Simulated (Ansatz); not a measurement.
**The cluster InSn₂ (doublet): one molecule under many settings**

Aim: run the cluster InSn₂ (doublet) under a spread of inputs, and see what each costs and gives.

The runs use Ansatz 0.2.0, Gaussian basis; the settings change from run to run.

## 1. The relaxed structure

The structure was relaxed beforehand with PBE-D4/def2-SVP. In, Sn take a core potential in def2 sets; no spin-orbit term is included.

3 atoms, charge 0, spin multiplicity 2.

Atoms are counted from 1 here; the program's logs count them from 0.

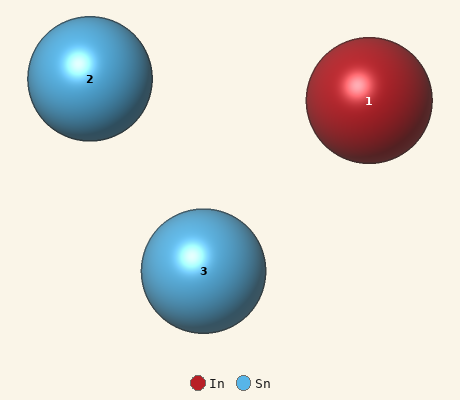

The structure; indium red, tin blue; atoms are numbered from 1 in the order of the file.

Coordinates:

```xyz
3

In    1.3488   -1.3507    0.0081
Sn    0.0680    1.8193   -0.0489
Sn   -1.4168   -0.4686    0.0408
```

## 2. CAM-B3LYP/def2-TZVP

Set apart from the defaults: atoms shaken by 0.15 Å, density fitting with def2-universal-jkfit, D4 dispersion.

Contents of in.yaml:

```yaml
crystal:
  periodic: [false, false, false]
  atoms:
    - {symbol: In, position_ang: [1.469269, -1.370769, 0.069149]}
    - {symbol: Sn, position_ang: [0.098191, 1.758794, 0.061084]}
    - {symbol: Sn, position_ang: [-1.498538, -0.557897, 0.277686]}
basis:
  gaussian: {orbitals: def2-TZVP, fitting: {mean_field: def2-universal-jkfit}}
magnetization: {spin_polarized: true, initial_magnetization: 1}
hamiltonian: {xc: {name: CAM-B3LYP}, dispersion: d4}
scf: {omitted_lower_state_checks: [starts]}
output: {forces: true}
```

Started as:

```console
ansatz run in.yaml --threads 4 --pin off --events-out ev --progress --plain --max-ram 3916MiB
```

The program printed, shortened:

```text
Functional definition: CAM-B3LYP
  name "CAM-B3LYP"
  cite "Yanai, Tew & Handy, Chem. Phys. Lett. 393, 51 (2004) doi:10.1016/j.cplett.2004.06.011"
  cite "Iikura, Tsuneda, Yanai & Hirao, J. Chem. Phys. 115, 3540 (2001) doi:10.1063/1.1383587"
  cite "Becke, Phys. Rev. A 38, 3098 (1988) doi:10.1103/PhysRevA.38.3098"
  cite "Lee, Yang & Parr, Phys. Rev. B 37, 785 (1988) doi:10.1103/PhysRevB.37.785"
  cite "Vosko, Wilk & Nusair, Can. J. Phys. 58, 1200 (1980) doi:10.1139/p80-159"
[...]
  # Exact exchange under (alpha + beta erf(omega r))/r, Becke's under what is left of 1/r.
[...]
654 factors; integrals over basis functions are off by at most 4.6e-1 eV
654 factors; integrals over basis functions are off by at most 1.9e-5 eV
[...]
mean field -16835.68695111 eV, -618.7000838149 hartree, gradient 4.8e-9 eV, S^2 1.307418; 1 other end points of the search recorded, 0 dependent functions left out
[...]
reference -16835.68705028 eV, -618.7000874593 hartree; 33, 32 occupied and 117, 118 virtual orbitals, 654 factors
Total energy: -16835.84593410 eV, -618.7059263319 hartree
Atom 0 at     1.469269    -1.370769     0.069149 Å, force     0.003195    -0.041988     0.001334 eV/Å
Atom 1 at     0.098191     1.758794     0.061084 Å, force    -0.382480    -0.478522     0.048988 eV/Å
Atom 2 at    -1.498538    -0.557897     0.277686 Å, force     0.379285     0.520511    -0.050322 eV/Å
Dipole moment:     0.282825    -0.181721    -0.001594 e Å
Checks for a lower state left out: starts
```

Wall time 52 s (4 threads of Arm Neoverse N1, shared host); peak memory 0.66 GiB.

Largest force 0.646 eV/Å, dipole 1.61 D, ⟨S²⟩ 1.307. The spin excess of 0.56 shows a contaminated determinant.

## 3. r2SCAN0/def2-SVPD

This run has a point charge of 0.50 e beside it.

Contents of in.yaml:

```yaml
crystal:
  periodic: [false, false, false]
  atoms:
    - {symbol: In, position_ang: [1.348754, -1.350724, 0.008061]}
    - {symbol: Sn, position_ang: [0.068025, 1.819288, -0.048859]}
    - {symbol: Sn, position_ang: [-1.416770, -0.468564, 0.040798]}
basis:
  gaussian: {orbitals: def2-SVPD, point_charges: [{charge: 0.50, position_ang: [4.382, 0.677, 0.929]}]}
magnetization: {spin_polarized: true, initial_magnetization: 1}
hamiltonian: {xc: {name: r2SCAN0}}
scf: {omitted_lower_state_checks: [starts]}
```

Same command.

The program printed, shortened:

```text
Functional definition: r2SCAN0
  name "r2SCAN0"
  cite "Bursch, Neugebauer, Ehlert & Grimme, J. Chem. Phys. 156, 134105 (2022) doi:10.1063/5.0086040"
  cite "Furness, Kaplan, Ning, Perdew & Sun, J. Phys. Chem. Lett. 11, 8208 (2020) doi:10.1021/acs.jpclett.0c02405"
  cite "Furness, Kaplan, Ning, Perdew & Sun, J. Phys. Chem. Lett. 11, 9248 (2020) doi:10.1021/acs.jpclett.0c03077"
  parent r2scan
[...]
1278 factors; integrals over basis functions are off by at most 2.4e-4 eV
[...]
mean field -16841.10061780 eV, -618.8990323963 hartree, gradient 9.7e-6 eV, S^2 1.535865; 0 other end points of the search recorded, 0 dependent functions left out
reference -16841.10063161 eV, -618.8990329037 hartree; 33, 32 occupied and 63, 64 virtual orbitals, 1278 factors
Total energy: -16841.10063161 eV, -618.8990329037 hartree
Checks for a lower state left out: starts
```

It took 19 s on 4 threads of Arm Neoverse N1, shared host.

⟨S²⟩ 1.536. The spin excess of 0.79 shows a contaminated determinant.

## 4. B3LYP/def2-TZVP

This run has atoms shaken by 0.03 Å.

Contents of in.yaml:

```yaml
crystal:
  periodic: [false, false, false]
  atoms:
    - {symbol: In, position_ang: [1.345628, -1.355199, -0.004752]}
    - {symbol: Sn, position_ang: [0.088575, 1.840810, -0.074388]}
    - {symbol: Sn, position_ang: [-1.434359, -0.407030, -0.013945]}
basis:
  gaussian: {orbitals: def2-TZVP}
magnetization: {spin_polarized: true, initial_magnetization: 1}
hamiltonian: {xc: {name: B3LYP}}
scf: {omitted_lower_state_checks: [starts]}
output: {forces: true}
```

Launched as before.

The program printed, shortened:

```text
Functional definition: B3LYP
  name "B3LYP"
  cite "Stephens, Devlin, Chabalowski & Frisch, J. Phys. Chem. 98, 11623 (1994) doi:10.1021/j100096a001"
  cite "Becke, Phys. Rev. A 38, 3098 (1988) doi:10.1103/PhysRevA.38.3098"
  cite "Lee, Yang & Parr, Phys. Rev. B 37, 785 (1988) doi:10.1103/PhysRevB.37.785"
  cite "Vosko, Wilk & Nusair, Can. J. Phys. 58, 1200 (1980) doi:10.1139/p80-159"
[...]
1329 factors; their error is unknown
[...]
mean field -16843.64090067 eV, -618.9923860696 hartree, gradient 6.8e-6 eV, S^2 0.789295; 0 other end points of the search recorded, 0 dependent functions left out
[...]
reference -16843.64110196 eV, -618.9923934669 hartree; 33, 32 occupied and 117, 118 virtual orbitals, 1329 factors
Total energy: -16843.64110196 eV, -618.9923934669 hartree
Atom 0 at     1.345628    -1.355199    -0.004752 Å, force    -0.081248     0.110626    -0.002231 eV/Å
Atom 1 at     0.088575     1.840810    -0.074388 Å, force    -0.013745    -0.171641     0.004127 eV/Å
Atom 2 at    -1.434359    -0.407030    -0.013945 Å, force     0.094993     0.061015    -0.001896 eV/Å
Dipole moment:     0.353147    -0.188551     0.002779 e Å
Checks for a lower state left out: starts
```

It took 20 s on 4 threads of Arm Neoverse N1, shared host; peak memory 0.8 GiB.

Largest force 0.172 eV/Å, dipole 1.92 D, ⟨S²⟩ 0.789.

## 5. RPA/def2-mTZVP

This run has atoms shaken by 0.08 Å.

Contents of in.yaml:

```yaml
crystal:
  periodic: [false, false, false]
  atoms:
    - {symbol: In, position_ang: [1.256533, -1.286738, -0.157702]}
    - {symbol: Sn, position_ang: [0.099830, 1.840984, -0.032639]}
    - {symbol: Sn, position_ang: [-1.576789, -0.433850, 0.134392]}
basis:
  gaussian: {orbitals: def2-mTZVP}
magnetization: {spin_polarized: true, initial_magnetization: 1}
hamiltonian: {xc: {name: PBE0}}
correlation: {method: rpa}
scf: {omitted_lower_state_checks: [starts]}
```

The command is unchanged.

The program printed, shortened:

```text
Functional definition: PBE0
  name "PBE0"
  cite "Adamo & Barone, J. Chem. Phys. 110, 6158 (1999) doi:10.1063/1.478522"
  cite "Perdew, Burke & Ernzerhof, Phys. Rev. Lett. 77, 3865 (1996) doi:10.1103/PhysRevLett.77.3865"
  parent pbe
[...]
1295 factors; integrals over basis functions are off by at most 1.8e-4 eV
[...]
mean field -16837.92103893 eV, -618.7821850280 hartree, gradient 4.9e-7 eV, S^2 0.950826; 0 other end points of the search recorded, 0 dependent functions left out
12 core orbitals not correlated: weight in the atoms' cores, before any rotation towards them, 1.000 or more for the frozen orbitals, at most 0.000 for the correlated occupied ones
reference -16759.88586033 eV, -615.9144451083 hartree; 21, 20 occupied and 75, 76 virtual orbitals, 1295 factors
Total energy: -16774.15311990 eV, -616.4387572270 hartree
Checks for a lower state left out: starts
```

Wall time 19 s (4 threads of Arm Neoverse N1, shared host).

⟨S²⟩ 0.951. The spin excess of 0.20 shows a contaminated determinant.

## 6. All runs side by side

| level | charge | multiplicity | geometry | functions | energy (eV) | time |
| --- | --- | --- | --- | --- | --- | --- |
| CAM-B3LYP/def2-TZVP | 0 | 2 | shaken | 150 | -16835.846 | 52 s |
| r2SCAN0/def2-SVPD | 0 | 2 | relaxed, point charge | 96 | -16841.101 | 19 s |
| B3LYP/def2-TZVP | 0 | 2 | shaken | 150 | -16843.641 | 20 s |
| RPA/def2-mTZVP | 0 | 2 | shaken | 108 | -16774.153 | 19 s |

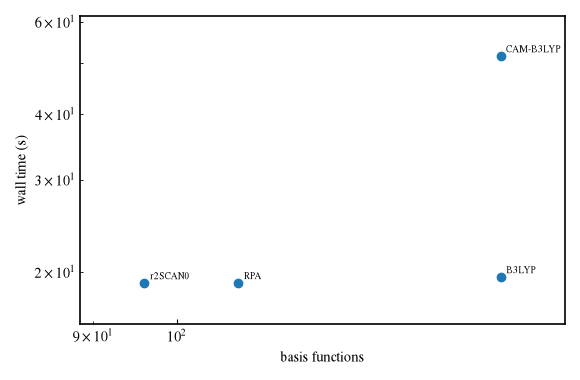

Wall time against the number of basis functions (shared host).

## 7. Results

| quantity | value |
| --- | --- |
| runs | 4 |
| quickest | r2SCAN0/def2-SVPD, 19 s |
| slowest | CAM-B3LYP/def2-TZVP, 52 s |

**Reading.** The runs differ in state or geometry as well as level, so their energies can't be set against each other. Run time spans a factor of 3, from r2SCAN0/def2-SVPD to CAM-B3LYP/def2-TZVP. The jobs differ in tasks and options as well as level.
